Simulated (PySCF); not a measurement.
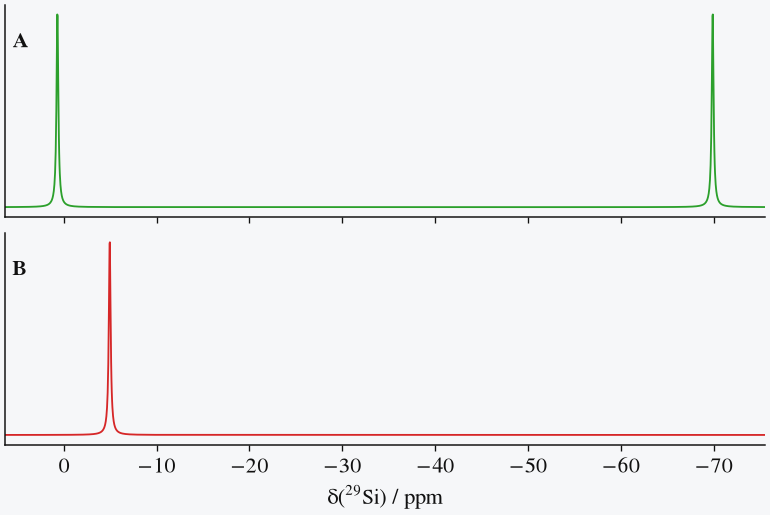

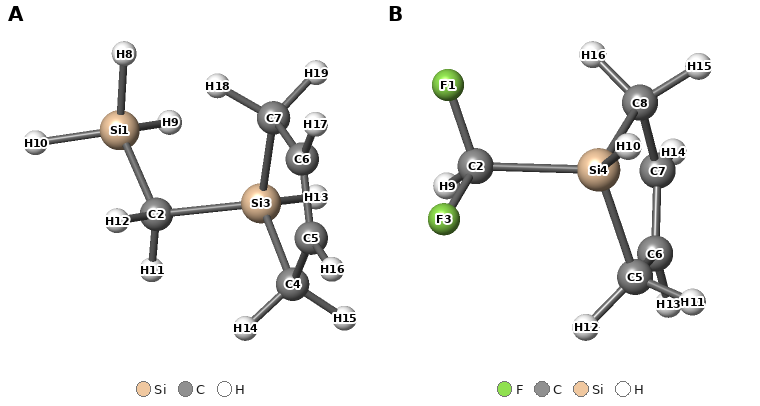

Related molecules: A is C₅H₁₂Si₂, SMILES [SiH3]C[SiH]1CC=CC1; B is C₅H₈F₂Si, SMILES FC(F)[SiH]1CC=CC1. GIAO ²⁹Si shifts against TMS, PBE0/pcSseg-1, PySCF 2.14.0, at a PBE0-D3(BJ)/def2-SVP geometry (no frequency check); fully decoupled, line heights follow the number of nuclei within a panel, widths are arbitrary (no quadrupolar broadening); values of one conformer, averaged over nuclei that symmetry, rotation about single bonds or ring flips exchange, these motions taken as fast; other conformers aren't averaged in.

Assign the ²⁹Si signals of each molecule.

Answer. A: 0.7 (Si3); −69.9 (Si1)
B: −5.0 (Si4)
